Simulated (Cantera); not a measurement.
A closed system holds: 1 mol MgO, 1.2 mol SO3, 0.73 mol O2, held at 750 Torr.

Method: chemical equilibrium by Gibbs-energy minimisation in Cantera with the NASA 1993 tables (ideal gas, pure condensed phases). Candidate condensed phases: Mg, MgO, MgS, MgSO4, S; 14 gas species. The numbers say what is thermodynamically allowed, not how fast it happens.

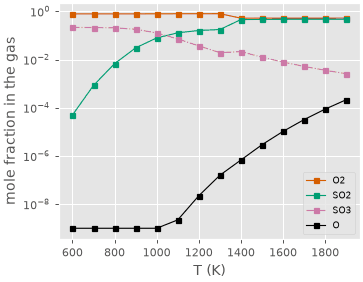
Fig. 1. Equilibrium gas composition (values under 1e-9 drawn at 1e-9)

Q: Read off the mole fractions at 700 K.

A: O2 about 0.79, SO3 about 0.21, SO2 about 0.00084.
